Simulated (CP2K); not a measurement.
# C3H8Ge (GeH2Me(vinyl)): AM1

Aim: the vertical singlet–triplet gap of C3H8Ge (GeH2Me(vinyl)) at AM1, from 2 runs. 

Program for the calculation: CP2K 2026.2.

5 further runs of the same task are left out: 2 that didn't finish, 3 set aside as unsound or not needed.

### 1 Starting point

The species is C3H8Ge (12 atoms), meant as a singlet with charge 0. SMILES: `[H][Ge]([H])([CH3])[CH]=C`. The shape comes from GFN2-xTB, which is rough for such elements, and wasn't checked as a minimum. This is one conformer, not always the lowest.

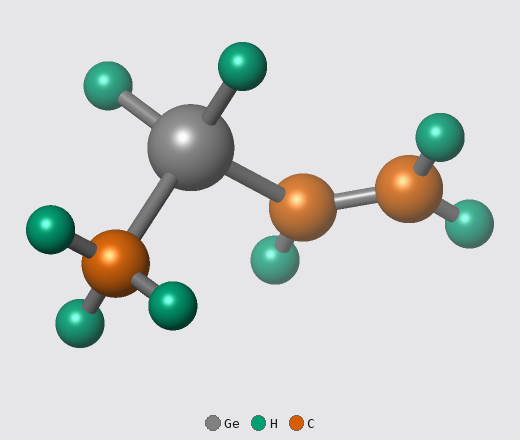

The structure, seen from a chosen angle (germanium grey, hydrogen teal, carbon orange).

### 2 A single-point energy at AM1

The input, gas.inp:

```
&GLOBAL
  PROJECT gas
  RUN_TYPE ENERGY
  PRINT_LEVEL MEDIUM
&END GLOBAL
&FORCE_EVAL
  METHOD QS
  &DFT
    &QS
      METHOD AM1
      EPS_DEFAULT 1.0E-10
      &SE
        &COULOMB
          CUTOFF [angstrom] 50
          RC_RANGE [angstrom] 0
        &END COULOMB
        &EXCHANGE
          CUTOFF [angstrom] 50
          RC_RANGE [angstrom] 0
        &END EXCHANGE
      &END SE
    &END QS
    &POISSON
      PERIODIC NONE
      POISSON_SOLVER ANALYTIC
    &END POISSON
    &SCF
      SCF_GUESS ATOMIC
      EPS_SCF 1.0E-06
      MAX_SCF 100
      &DIAGONALIZATION
        ALGORITHM STANDARD
      &END DIAGONALIZATION
      &MIXING
        METHOD DIRECT_P_MIXING
        ALPHA 0.4
      &END MIXING
    &END SCF
    &PRINT
      &MOMENTS
        PERIODIC F
        REFERENCE COM
        MAX_MOMENT 1
      &END MOMENTS
      &MO ON
        ENERGIES T
        OCCUPATION_NUMBERS T
        NDIGITS 6
        &EACH
          QS_SCF 0
        &END EACH
        ADD_LAST NUMERIC
      &END MO
      &HIRSHFELD OFF
      &END HIRSHFELD
    &END PRINT
  &END DFT
  &SUBSYS
    &CELL
      ABC 13.6 15.8 13.3
      PERIODIC NONE
    &END CELL
    &COORD
      Ge     0.783970     0.312530     0.316790
      H      0.716860     0.308600     1.819380
      H      2.241820     0.242140    -0.056630
      C      0.011580     1.974210    -0.405790
      H      0.564870     2.842340    -0.059290
      H     -1.023620     2.081780    -0.092250
      H      0.036110     1.967940    -1.492770
      C     -0.136030    -1.265480    -0.369480
      C     -0.842490    -2.100600     0.373590
      H     -0.061150    -1.447270    -1.435810
      H     -0.942630    -1.953970     1.438180
      H     -1.349300    -2.962220    -0.035930
    &END COORD
    &TOPOLOGY
      &CENTER_COORDINATES
      &END CENTER_COORDINATES
    &END TOPOLOGY
  &END SUBSYS
&END FORCE_EVAL
```

Launch:

```bash
$ OMP_NUM_THREADS=1 cp2k.psmp -i gas.inp > gas.out 2>&1
```

Output:

```text
CP2K| version string:                                       CP2K version 2026.2
[...]
 GLOBAL| Method name                                                        CP2K
[...]
 GLOBAL| Run type                                                         ENERGY
[...]
                             - Atoms:                                         12
[...]
                             - Spherical basis functions:                     24
[...]
 Number of electrons:                                                         24
[...]
     1 P_Mix/Diag. 0.40E+00    0.0     0.86601409       -14.5474945425 -1.45E+01
[...]
    17 DIIS/Diag.  0.11E-06    0.0     0.00000016       -21.1416837921 -2.93E-12
  *** SCF run converged in    17 steps ***
  Core-core repulsion energy [eV]:                           1363.98453453380489
  Core Hamiltonian energy [eV]:                              -859.60549249764586
  Two-electron integral energy [eV]:                        -2159.34703015193327
  Electronic energy [eV]:                                   -1939.27900757361249
  Total energy [eV]:                                         -575.29447303980749
  Atomic reference energy [eV]:                               576.51469062152250
  Heat of formation [kcal/mol]:                                28.13888813790150
[...]
 SE_DIPOLE| Moment [Debye]          0.10742065      -0.10877255      -0.00104087
 SE_DIPOLE| Derivative [a.u.]       0.00000000       0.00000000       0.00000000
 ENERGY| Total FORCE_EVAL ( QS ) energy [hartree]            -21.141683792064708
[...]
```

It took 0.22 s on 1 thread of Arm Neoverse V2, shared host.

### 3 The triplet at the same level

The input, gas.inp:

```
&GLOBAL
    PROJECT_NAME gas
    RUN_TYPE ENERGY
    PRINT_LEVEL MEDIUM
&END

&FORCE_EVAL
    METHOD Quickstep
    &DFT
        MULTIPLICITY 3
        UNRESTRICTED_KOHN_SHAM T
        &QS
            METHOD AM1
            EPS_DEFAULT 1.0E-10
            &SE
                &COULOMB
                    CUTOFF [angstrom] 50
                    RC_RANGE [angstrom] 0
                &END
                &EXCHANGE
                    CUTOFF [angstrom] 50
                    RC_RANGE [angstrom] 0
                &END
            &END
        &END
        ! isolated system
        &POISSON
            PERIODIC NONE
            POISSON_SOLVER ANALYTIC
        &END
        ! self-consistent field
        &SCF
            SCF_GUESS ATOMIC
            EPS_SCF 1.0E-06
            MAX_SCF 80
            ADDED_MOS 8
            &DIAGONALIZATION
                ALGORITHM STANDARD
            &END
            &MIXING
                METHOD DIRECT_P_MIXING
                ALPHA 0.4
            &END
        &END
        &PRINT
            &MOMENTS
                PERIODIC F
                REFERENCE COM
                MAX_MOMENT 1
            &END
            &MO ON
                ENERGIES T
                OCCUPATION_NUMBERS T
                NDIGITS 6
                &EACH
                    QS_SCF 0
                &END
                ADD_LAST NUMERIC
            &END
            &HIRSHFELD OFF
            &END
        &END
    &END
    &SUBSYS
        ! vacuum box
        &CELL
            ABC 13.6 15.8 13.3
            PERIODIC NONE
        &END
        &COORD
            Ge     0.783970     0.312530     0.316790
            H      0.716860     0.308600     1.819380
            H      2.241820     0.242140    -0.056630
            C      0.011580     1.974210    -0.405790
            H      0.564870     2.842340    -0.059290
            H     -1.023620     2.081780    -0.092250
            H      0.036110     1.967940    -1.492770
            C     -0.136030    -1.265480    -0.369480
            C     -0.842490    -2.100600     0.373590
            H     -0.061150    -1.447270    -1.435810
            H     -0.942630    -1.953970     1.438180
            H     -1.349300    -2.962220    -0.035930
        &END
        &TOPOLOGY
            &CENTER_COORDINATES
            &END
        &END
    &END
&END
```

Launch:

```bash
$ OMP_NUM_THREADS=1 cp2k.psmp gas.inp > gas.out
```

Output:

```text
CP2K| version string:                                       CP2K version 2026.2
[...]
 GLOBAL| Method name                                                        CP2K
[...]
 GLOBAL| Run type                                                         ENERGY
[...]
                             - Atoms:                                         12
[...]
                             - Spherical basis functions:                     24
[...]
 Number of electrons:                                                         13
[...]
     1 P_Mix/Diag. 0.40E+00    0.0     0.43222887       -14.5474945425 -1.45E+01
[...]
    50 DIIS/Diag.  0.52E-06    0.0     0.00000065       -20.9893052807 -1.31E-11
  *** SCF run converged in    50 steps ***
  Core-core repulsion energy [eV]:                           1363.98453453380489
  Core Hamiltonian energy [eV]:                              -857.23743284594730
  Two-electron integral energy [eV]:                        -2155.79028912700232
  Electronic energy [eV]:                                   -1935.13257740944846
  Total energy [eV]:                                         -571.14804287564357
  Atomic reference energy [eV]:                               576.51469062152250
  Heat of formation [kcal/mol]:                               123.75784684610430
[...]
 SE_DIPOLE| Moment [Debye]          1.40162761       1.85482507       0.64984588
 SE_DIPOLE| Derivative [a.u.]       0.00000000       0.00000000       0.00000000
 ENERGY| Total FORCE_EVAL ( QS ) energy [hartree]            -20.989305280702638
[...]
```

Wall time 0.3 s (1 thread of Arm Neoverse V2, shared host).

### 4 What came out

Level: AM1.

| quantity | value |
| --- | --- |
| singlet: total energy | -21.14168 Eh |
| singlet: dipole moment | 0.15 D |
| singlet: HOMO energy | -10.38 eV |
| singlet: heat of formation | 28.1 kcal/mol |
| triplet: total energy | -20.98931 Eh |
| triplet: dipole moment | 2.41 D |
| triplet: HOMO energy (highest over α and β) | -6.68 eV |
| triplet: LUMO energy (lowest over α and β) | -3.21 eV |
| triplet: heat of formation | 123.8 kcal/mol |
| vertical energy of the triplet above the singlet | 4.146 eV |

At this shape the triplet lies 4.15 eV (96 kcal/mol) above the singlet.
